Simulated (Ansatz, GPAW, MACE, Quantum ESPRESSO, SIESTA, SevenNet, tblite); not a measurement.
**Generalised stacking fault on (110) of a LiCl-LiBr solid solution (56 atoms) in GPAW**

How do the settings of GPAW change the result for generalised stacking fault on (110) of a LiCl-LiBr solid solution (56 atoms)? A plane-wave run serves as the yardstick.

Program: GPAW 26.7.0. Level of theory: the method is named at each step. Results are calculated unless marked as measured.

**1. Set-up**

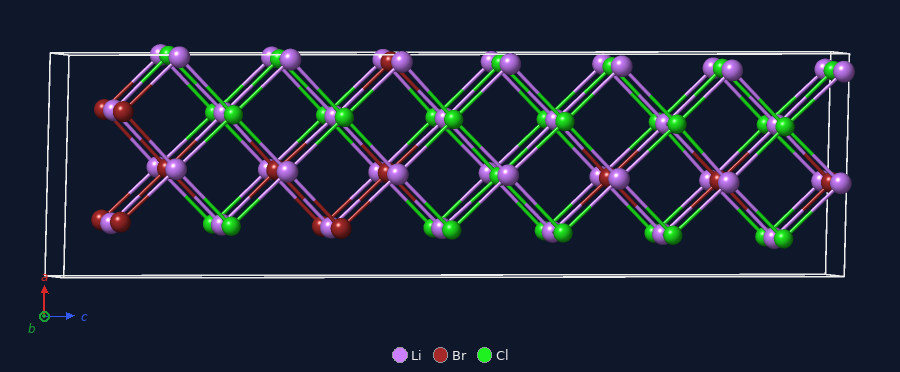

Start, viewed from the side, with the c axis across the page; lithium purple, bromine red, chlorine green. Some periodic images of atoms are drawn too.

The cell holds 56 atoms: 28 Li, 10 Br and 18 Cl. Cell: a = 7.448 Å, b = 5.266 Å, c = 26.274 Å, α = 90.0°, β = 88.6°, γ = 90.0°. Rock-salt LiCl lattice (a = 5.2663 Å, the value set for the mixture), cell with z along [110], 2 x 1 x 7 periods; the third cell vector is tilted by 0.167 of 1/2[1-10] and lengthened by 0.2 Å, so the cell holds one fault; displaced by a Gaussian of 0.01 Å; 10 of 28 Cl sites given to Br at random (lattice constant by Vegard's rule between LiCl and LiBr). Then every atom was moved at random, 0.02 Å r.m.s. a Cartesian component. The structure's axis is c.

The yardstick, on the same geometry:

- method: Kohn-Sham DFT, PBE, PAW, plane waves (Ansatz 0.2.0); cutoff 420 eV, Γ point, fermi-dirac smearing of 0.05 eV; PAW set soft_2
- r.m.s. force component: 0.1316 eV/Å
- longest force: 0.667 eV/Å
- pressure: -0.1118 GPa
- gap (highest filled to lowest empty level): 5.407 eV
- SCF cycles: 6
- time: 7.1 s on 4 threads of Arm Neoverse V1, shared host
- CPU time: 26 s

**2. PBE, LCAO dzp, h 0.2 Å**

Method: Kohn-Sham DFT, PBE, PAW, atomic orbitals (dzp).

The input, run.py:

```python
import numpy as np
from ase.io import read
from gpaw import GPAW, FermiDirac

atoms = read("structure.xyz")
atoms.calc = GPAW(
    mode="lcao",
    basis="dzp",
    h=0.2,
    xc="PBE",
    kpts={"size": (1, 1, 1), "gamma": True},
    occupations=FermiDirac(0.05),
    maxiter=200,
    symmetry={"point_group": False},
    txt="gpaw.txt",
)
energy = atoms.get_potential_energy(force_consistent=True)
forces = atoms.get_forces()
print(f"energy {energy:.6f} eV")
print("forces (eV/A)")
for i, (a, f) in enumerate(zip(atoms, forces)):
    print(f"{i:4d} {a.symbol:2s} {f[0]:10.5f} {f[1]:10.5f} {f[2]:10.5f}")
print(f"Fermi level {atoms.calc.get_fermi_level():.4f} eV")
for k in range(len(atoms.calc.get_ibz_k_points())):
    for s in range(atoms.calc.get_number_of_spins()):
        e = atoms.calc.get_eigenvalues(kpt=k, spin=s)
        n = np.searchsorted(e, atoms.calc.get_fermi_level())
        print(f"k {k} spin {s} levels about the Fermi level:", np.round(e[max(n - 6, 0):n], 4).tolist(), "|", np.round(e[n:n + 6], 4).tolist())
```

The input, structure.xyz:

```xyz
56
Lattice="7.44767 0.00000 0.00000 0.00000 5.26630 0.00000 0.62061 0.00000 26.26686" Properties=species:S:1:pos:R:3 pbc="T T T"
Li 7.46790 0.00300 26.09875
Br 5.59699 0.02738 1.86889
Li 7.46002 5.25503 3.71912
Cl 5.57460 0.01659 5.58013
Li 7.46303 0.01459 7.45874
Cl 5.57128 5.26045 9.32001
Li 7.46511 5.26319 11.21595
Cl 5.58066 5.25040 13.00472
Li 7.47809 0.02738 14.85759
Cl 5.59270 0.02054 16.74512
Li 7.48391 5.24213 18.61874
Cl 5.58922 0.01748 20.51915
Li 7.42742 0.02238 22.33340
Cl 5.58316 5.26398 24.15894
Li 3.73397 0.00848 26.07826
Br 1.90308 0.02960 1.86206
Li 3.71184 0.01922 3.69417
Cl 1.84849 0.01611 5.59432
Li 3.70976 5.23823 7.45191
Br 1.85600 5.25198 9.30057
Li 3.70498 0.00032 11.16447
Cl 1.88473 5.25603 13.02258
Li 3.75880 5.25108 14.88307
Cl 1.87156 0.02164 16.76798
Li 3.71758 0.01754 18.61060
Cl 1.87336 0.00174 20.46582
Li 3.67774 5.26267 22.30818
Cl 1.83518 5.22733 24.20228
Li 1.82869 2.70488 1.85628
Cl 7.48238 2.60982 3.67578
Li 1.86096 2.65021 5.59248
Cl 7.44886 2.64942 7.40437
Li 1.84647 2.63194 9.26616
Br 7.42608 2.61366 11.16236
Li 1.90650 2.63605 13.00787
Cl 7.45946 2.61208 14.86363
Li 1.86696 2.62536 16.73409
Cl 7.43215 2.64579 18.60587
Li 1.87335 2.61577 20.44980
Cl 7.46004 2.62325 22.32079
Li 1.82357 2.63225 24.19624
Cl 7.46582 2.62278 26.05489
Li 5.60487 2.64310 1.87151
Br 3.69860 2.61182 3.72648
Li 5.60225 2.64721 5.58722
Br 3.72649 2.63541 7.40016
Li 5.56627 2.64916 9.32526
Br 3.72157 2.63857 11.15422
Li 5.57017 2.60382 13.04622
Cl 3.68632 2.61456 14.88858
Li 5.60694 2.61998 16.76482
Br 3.71156 2.60492 18.60797
Li 5.56327 2.65653 20.46425
Br 3.69865 2.62256 22.32000
Li 5.60026 2.66554 24.21437
Br 3.72574 2.59560 26.08299
```

Launch:

```console
$ OMP_NUM_THREADS=1 python run.py > output.txt
```

Log:

```text
energy -192.532358 eV
forces (eV/A)
   0 Li    0.30219   -0.01091   -0.74033
   1 Br   -0.27622   -0.10934    0.30025
   2 Li    0.00783    0.00932    0.21874
   3 Cl    0.03796   -0.03535    0.05773
   4 Li   -0.22175   -0.00583   -0.23765
   5 Cl    0.02705    0.02190   -0.03732
   6 Li   -0.19008   -0.03402    0.05885
   7 Cl    0.02600    0.02796    0.08017
   8 Li   -0.02370   -0.02247    0.05159
   9 Cl    0.03140   -0.06501   -0.00761
  10 Li   -0.06385    0.02754    0.01217
  11 Cl   -0.03930   -0.03308   -0.13027
  12 Li    0.02045   -0.02344    0.02300
  13 Cl   -0.02817    0.00381    0.20875
  14 Li    0.33064   -0.09308   -0.74628
  15 Br   -0.53984   -0.04452    0.34216
  16 Li    0.03303   -0.08140    0.32895
  17 Cl    0.00491   -0.03461    0.01984
  18 Li    0.20110    0.07008   -0.21799
  19 Br   -0.03890    0.05699    0.01872
  20 Li    0.20168    0.00583    0.12037
  21 Cl   -0.03260    0.00789    0.06100
  22 Li   -0.04831    0.01632    0.03896
  23 Cl   -0.01251   -0.06130   -0.05693
[...]
48 Li    0.02320    0.01243    0.24197
  49 Cl    0.13828    0.02702   -0.01859
  50 Li    0.13598    0.00737   -0.14691
  51 Br    0.03665    0.15130   -0.11075
  52 Li    0.34837   -0.01791    0.09398
  53 Br    0.06964    0.02809    0.08005
  54 Li    0.26071   -0.02405   -0.01925
  55 Br    0.33509    0.15330   -0.33088
Fermi level 3.6960 eV
k 0 spin 0 levels about the Fermi level: [0.8256, 0.8567, 0.8926, 0.9266, 0.9309, 1.1308] | [6.4847, 6.9184, 6.9916, 7.8855, 7.9013, 7.9315]
```

gpaw.txt:

```text
Input parameters:
  mode=LCAO(),
  basis={'default': 'dzp'},
  h=0.2,
  kpts=MonkhorstPack(size=(1, 1, 1), gamma=True),
  maxiter=200,
  occupations=Occupations(name='fermi-dirac', width=0.05, fixmagmom=False),
  symmetry=Symmetry(point_group=False),
  xc=XC(name='PBE')
Unit cell  # Å
| periodic |        x |        y |         z |   lengths |    angles |
|----------|----------|----------|-----------|-----------|-----------|
|      yes | 7.447670 | 0.000000 |  0.000000 |  7.447670 | 90.000000 |
|      yes | 0.000000 | 5.266300 |  0.000000 |  5.266300 | 88.646518 |
|      yes | 0.620610 | 0.000000 | 26.266860 | 26.274191 | 90.000000 |
Number of symmetries: 1
Symmetry operations  # r_c * U_cc + t_c -> r_c
|   | kind |            matrix            |
|---|------|------------------------------|
| 0 |  E   |  1, 0, 0,  0, 1, 0,  0, 0, 1 |
BZ-sampling:
  Number of BZ points: 1
  Number of IBZ points: 1
  Monkhorst-Pack size: [1, 1, 1]
  Monkhorst-Pack shift: [0, 0, 0]
[... lines left out ...]
        l=2, rc=6.2656 Bohr: d-type Gaussian polarization
      Number of RI-basis functions 0
Reference energy: -940689.625382  # eV
eigensolver:
density mixing:
  MSR1-Mixer
occupation numbers:
  Fermi-Dirac:
    width: 0.0500  # eV
FastPoissonSolver using
    Stencil: 8*3+1=25 point O(h^6) finite-difference Laplacian
xc functional:
  name: PBE with 2 nearest neighbor stencil
interpolation: tri-quintic # 5. degree polynomial
Initialization done in: 7.049 s
convergence criteria:
- Maximum [total energy] change in last 3 cyles: 0.0005 eV / valence electron
- Maximum integral of absolute [dens]ity change: 0.0001 electrons / valence electron
- Maximum integral of absolute [eigenst]ate change: 4e-08 eV^2 / valence electron
maximum number of iterations: 200
SCF iterations
|iter     |      energy | eigst |  dens |
|---------|-------------|-------|-------|
|iter:   1| -192.059417 |      c|       |
|iter:   2| -192.068181 |      c| -1.37 |
|iter:   3| -192.465232 |      c| -1.40 |
|iter:   4| -192.531469 |      c| -1.95 |
|iter:   5| -192.532402c|      c| -2.76 |
|iter:   6| -192.532364c|      c| -3.67 |
|iter:   7| -192.532358c|      c| -4.12c|
Converged in 7 steps
SCF loop duration: 42.977 s (6.140 s/step)
Energy contributions relative to reference atoms: (reference = -940689.625382)
Energy contributions:
  Kinetic:         335.747478
  Coulomb:        -332.493421
  Zero:              1.910000
  External:          0.000000
  Xc:             -197.696415
  Entropy:          -0.000000
  Spinorbit:         0.000000
  ----------------------------
  Free energy:    -192.532358
  Extrapolated:   -192.532358
dipole moment: (131.488249, -44.806689, 173.113399)  # |e|*Ang
Fermi level: 3.696
Eigenvalues  # (at kpt = [0.000, 0.000, 0.000])
| band index |      eig [eV] | occ [0-2] |
|------------|---------------|-----------|
|          0 |       -12.677 |     2.000 |
|        ... |               |           |
|        104 |         0.719 |     2.000 |
|        105 |         0.728 |     2.000 |
[...]
|        119 |         8.056 |     0.000 |
|        ... |               |           |
|        138 |         9.403 |     0.000 |
Gap: 5.354 eV
Transition (v -> c):
  (s=0, k=0, n=111, [0.00, 0.00, 0.00]) -> (s=0, k=0, n=112, [0.00, 0.00, 0.00])
No difference between direct/indirect transitions
Force computation time: 13.953  # s
timing:  # [seconds]
  Total:  64.011  # ━━━━━━━━━━━━━━━━━━━━━━━━━━━━━━━━━━━━━━━━━━━━━━━━━━━━━━━━━
  Init:    7.048  # ━━━━━━╸
  SCF:    42.977  # ━━━━━━━━━━━━━━━━━━━━━━━━━━━━━━━━━━━━━━╸
  Forces: 13.953  # ━━━━━━━━━━━━╸
```

The job ended after 66 s (1 thread of Arm Neoverse V1, shared host; peak memory 1 GiB).

Banners, paths, timers and routine set-up lines are dropped from the logs unmarked, and long logs keep their key lines alone; longer cuts are marked.

Compared with the plane-wave run:

```yaml
r_m_s_force_component: 0.1596 eV/Å
r_m_s_difference_of_force_components: 31.28 meV/Å
longest_difference_of_force_vectors: 156.5 meV/Å
force_difference_over_r_m_s_force: 23.77 %
slope_of_forces_against_the_reference_s: 1.207
correlation_of_force_components: 0.9954
spacing_of_highest_filled_and_lowest_empty_level: 5.354 eV
gap_difference: -0.053 eV
```

This run lies far from the reference in forces at the same functional. Basis and potentials both differ; the latter hold 224 valence electrons against the reference's 280.

Length of the force difference by element (eV/Å):

```
element  atoms   mean   most
     Br     10  0.050   0.12
     Cl     18  0.029  0.048
     Li     28  0.050   0.16
```

Levels nearest the highest filled one (eV from it): -0.31, -0.27, -0.24, -0.20, -0.20, 0.00, 5.35, 5.79, 5.86, 6.75, 6.77, 6.80.

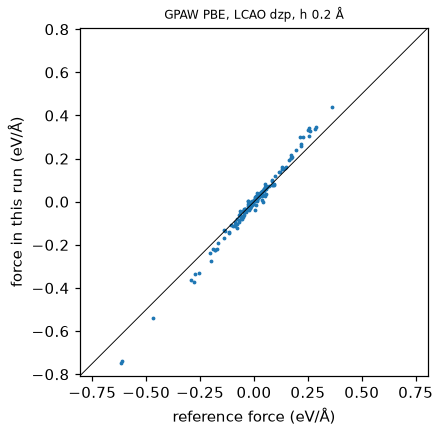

Force components against those of the reference; the line marks equality.

Local excerpt of 9 atoms (numbers count through the whole input) about Li21, picked at random; x, y, z are measured from there.

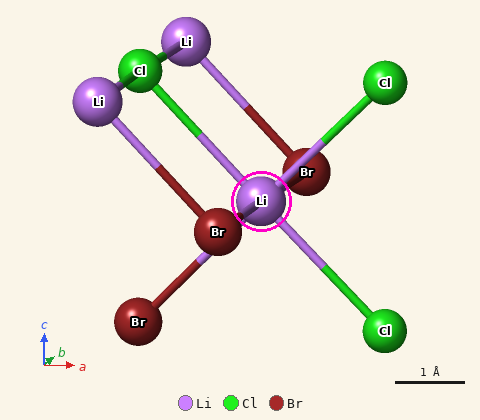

The atoms of the table, within 3.7 Å (arrows a, b, c point along x, y, z); some may hide others; the central atom is ringed.

```csv
atom,x,y,z,distance (Å),bonds,Fx,Fy,Fz (eV/Å)
Li21,0.00,0.00,0.00,0.00,6,0.202,0.006,0.120
Cl22,-1.82,-0.01,1.86,2.60,6,-0.033,0.008,0.061
Cl6,1.87,-0.01,-1.84,2.62,6,0.027,0.022,-0.037
Br20,-1.85,-0.01,-1.86,2.63,6,-0.039,0.057,0.019
Cl8,1.88,-0.02,1.84,2.63,6,0.026,0.028,0.080
Br48,0.02,-2.63,-0.01,2.63,6,-0.047,-0.033,0.026
Br48,0.02,2.64,-0.01,2.64,6,-0.047,-0.033,0.026
Li35,-1.80,-2.63,1.84,3.68,6,-0.101,-0.010,0.304
Li35,-1.80,2.64,1.84,3.69,6,-0.101,-0.010,0.304
```

Atoms are counted from 1 here, from 0 in the log.

Forces lie 24 % from the reference's, at 2.5 times its CPU time (on 1 against 4 cores).

**3. PBE, LCAO dzp, h 0.2 Å, other mixer settings**

Method: Kohn-Sham DFT, PBE, PAW, atomic orbitals (dzp).

Changes to run.py since step 2:

```diff
@@ -2,3 +2,3 @@
 from ase.io import read
-from gpaw import GPAW, FermiDirac
+from gpaw import GPAW, FermiDirac, Mixer
 
@@ -12,2 +12,3 @@
     occupations=FermiDirac(0.05),
+    mixer=Mixer(0.03, 7, 100),
     maxiter=200,
```

structure.xyz is that of step 2.

Log:

```text
energy -192.532357 eV
forces (eV/A)
   0 Li    0.30211   -0.01092   -0.74024
   1 Br   -0.27547   -0.10917    0.29882
   2 Li    0.00782    0.00931    0.21861
   3 Cl    0.03724   -0.03526    0.05660
   4 Li   -0.22167   -0.00584   -0.23757
   5 Cl    0.02641    0.02153   -0.03513
   6 Li   -0.18997   -0.03402    0.05885
   7 Cl    0.02623    0.02811    0.08110
   8 Li   -0.02372   -0.02249    0.05162
   9 Cl    0.03090   -0.06453   -0.00619
  10 Li   -0.06385    0.02756    0.01219
  11 Cl   -0.03973   -0.03319   -0.12952
  12 Li    0.02048   -0.02347    0.02298
  13 Cl   -0.02874    0.00325    0.20756
  14 Li    0.33058   -0.09309   -0.74619
  15 Br   -0.53815   -0.04484    0.34067
  16 Li    0.03306   -0.08141    0.32882
  17 Cl    0.00530   -0.03455    0.01866
  18 Li    0.20103    0.07008   -0.21792
  19 Br   -0.03882    0.05694    0.02001
  20 Li    0.20158    0.00582    0.12038
  21 Cl   -0.03280    0.00754    0.06160
  22 Li   -0.04830    0.01632    0.03898
  23 Cl   -0.01221   -0.06094   -0.05503
[...]
48 Li    0.02320    0.01243    0.24188
  49 Cl    0.13770    0.02713   -0.01752
  50 Li    0.13591    0.00739   -0.14683
  51 Br    0.03673    0.15102   -0.11005
  52 Li    0.34822   -0.01792    0.09396
  53 Br    0.06962    0.02810    0.07967
  54 Li    0.26056   -0.02408   -0.01931
  55 Br    0.33423    0.15310   -0.33224
Fermi level 3.6960 eV
k 0 spin 0 levels about the Fermi level: [0.8259, 0.8567, 0.8922, 0.9268, 0.9308, 1.1307] | [6.4846, 6.9183, 6.9915, 7.8854, 7.9009, 7.9314]
```

gpaw.txt:

```text
Input parameters:
  mode=LCAO(),
  basis={'default': 'dzp'},
  h=0.2,
  kpts=MonkhorstPack(size=(1, 1, 1), gamma=True),
  maxiter=200,
  mixer=Pulay(name='pulay', nmaxold=7, beta=0.03, weight=100, sigma=0.015, g_ss=None),
  occupations=Occupations(name='fermi-dirac', width=0.05, fixmagmom=False),
  symmetry=Symmetry(point_group=False),
  xc=XC(name='PBE')
Unit cell  # Å
[... lines left out ...]
  Fermi-Dirac:
[... lines left out ...]
convergence criteria:
- Maximum [total energy] change in last 3 cyles: 0.0005 eV / valence electron
[... lines left out ...]
Converged in 11 steps
[... lines left out ...]
  Free energy:    -192.532357
  Extrapolated:   -192.532357
dipole moment: (131.488349, -44.806627, 173.113095)  # |e|*Ang
Fermi level: 3.696
Eigenvalues  # (at kpt = [0.000, 0.000, 0.000])
| band index |      eig [eV] | occ [0-2] |
|------------|---------------|-----------|
|          0 |       -12.678 |     2.000 |
|        ... |               |           |
|        104 |         0.718 |     2.000 |
|        105 |         0.728 |     2.000 |
[...]
|        119 |         8.056 |     0.000 |
|        ... |               |           |
|        138 |         9.403 |     0.000 |
Gap: 5.354 eV
Transition (v -> c):
  (s=0, k=0, n=111, [0.00, 0.00, 0.00]) -> (s=0, k=0, n=112, [0.00, 0.00, 0.00])
No difference between direct/indirect transitions
Force computation time: 13.509  # s
timing:  # [seconds]
  Total:  88.820  # ━━━━━━━━━━━━━━━━━━━━━━━━━━━━━━━━━━━━━━━━━━━━━━━━━━━━━━━━━
  Init:    6.991  # ━━━━╸
  SCF:    68.294  # ━━━━━━━━━━━━━━━━━━━━━━━━━━━━━━━━━━━━━━━━━━━━
  Forces: 13.509  # ━━━━━━━━╸
```

The job ended after 90 s (1 thread; peak memory 0.95 GiB).

Numbers from this run, and their distance from the reference:

```
r.m.s. force component                           : 0.1594 eV/Å
r.m.s. difference of force components            : 31.16 meV/Å
longest difference of force vectors              : 156.4 meV/Å
force difference over r.m.s. force               : 23.68 %
slope of forces against the reference's          : 1.206
correlation of force components                  : 0.9954
gap (highest filled to lowest empty level) : 5.354 eV
gap difference                                   : -0.053 eV
energy less the same-level run's                 : 0 meV/atom
r.m.s. force difference from the same-level run  : 0.685 meV/Å
```

This run lies far from the reference in forces at the same functional. Basis and potentials both differ; the latter hold 224 valence electrons against the reference's 280.

Against the first run (24 %), the force difference from the reference is 24 %, at 1.4 times the CPU time (11 SCF steps against 7): another solver or mixer reaches the same state.

**4. PBE, LCAO sz(dzp), h 0.2 Å**

Method: Kohn-Sham DFT, PBE, PAW, atomic orbitals (sz(dzp)).

Changes to run.py since step 3:

```diff
@@ -2,3 +2,3 @@
 from ase.io import read
-from gpaw import GPAW, FermiDirac, Mixer
+from gpaw import GPAW, FermiDirac
 
@@ -7,3 +7,3 @@
     mode="lcao",
-    basis="dzp",
+    basis="sz(dzp)",
     h=0.2,
@@ -12,3 +12,2 @@
     occupations=FermiDirac(0.05),
-    mixer=Mixer(0.03, 7, 100),
     maxiter=200,
```

structure.xyz is that of step 3.

Log:

```text
energy -156.533102 eV
forces (eV/A)
   0 Li    0.33878    0.01964   -0.73799
   1 Br   -0.18950   -0.14718    0.21979
   2 Li    0.01320    0.06051    0.21325
   3 Cl    0.08522   -0.05586    0.06965
   4 Li   -0.24273    0.00481   -0.21488
   5 Cl    0.04601    0.01663   -0.06964
[...]
53 Br    0.08925    0.03150    0.07529
  54 Li    0.24963   -0.02560    0.00039
  55 Br    0.34571    0.18034   -0.38187
Fermi level 3.7575 eV
k 0 spin 0 levels about the Fermi level: [2.1403, 2.1481, 2.1636, 2.2578, 2.331, 2.3594] | [6.9917, 7.5614, 7.647, 8.8764, 8.9276, 9.2373]
```

gpaw.txt:

```text
Input parameters:
  mode=LCAO(),
  basis={'default': 'sz(dzp)'},
  h=0.2,
  kpts=MonkhorstPack(size=(1, 1, 1), gamma=True),
  maxiter=200,
  occupations=Occupations(name='fermi-dirac', width=0.05, fixmagmom=False),
[... lines left out ...]
  Fermi-Dirac:
[... lines left out ...]
convergence criteria:
- Maximum [total energy] change in last 3 cyles: 0.0005 eV / valence electron
[... lines left out ...]
Converged in 8 steps
[... lines left out ...]
  Free energy:    -156.533102
[... lines left out ...]
Fermi level: 3.758
[... lines left out ...]
|        ... |               |           |
|        138 |        12.033 |     0.000 |
Gap: 4.632 eV
Transition (v -> c):
  (s=0, k=0, n=111, [0.00, 0.00, 0.00]) -> (s=0, k=0, n=112, [0.00, 0.00, 0.00])
No difference between direct/indirect transitions
Force computation time: 3.215  # s
timing:  # [seconds]
  Total:  24.297  # ━━━━━━━━━━━━━━━━━━━━━━━━━━━━━━━━━━━━━━━━━━━━━━━━━━━━━━━━━
  Init:    6.387  # ━━━━━━━━━━━━━━━
  SCF:    14.669  # ━━━━━━━━━━━━━━━━━━━━━━━━━━━━━━━━━━╸
  Forces:  3.215  # ━━━━━━━╸
```

The job ended after 26 s (1 thread; peak memory 0.8 GiB).

Against the reference:

```yaml
r_m_s_force_component: 0.1657 eV/Å
r_m_s_difference_of_force_components: 39.55 meV/Å
longest_difference_of_force_vectors: 176.9 meV/Å
force_difference_over_r_m_s_force: 30.06 %
slope_of_forces_against_the_reference_s: 1.248
correlation_of_force_components: 0.9909
spacing_of_highest_filled_and_lowest_empty_level: 4.632 eV
gap_difference: -0.7746 eV
```

This is a coarse setting, run to see what it loses.

Against the first run (24 %), the force difference from the reference is 30 %, at 0.39 times the CPU time, with 140 basis functions against 504: the smaller basis costs accuracy.

(Continued in part 2 of 2.)

[Also dropped from logs without a mark: logging warnings of Python, and SIESTA's first energy breakdown and zero terms.]

[Logs are printed without paths, hosts, clocks, repeated set-up lines and the standing remarks that a program may print on its own settings, such as how far it seeks lower states.]

[Hosts, paths, dates, database ids (printed as entryN), source tags and the programs' standing remarks are cut or masked in the printed files.]
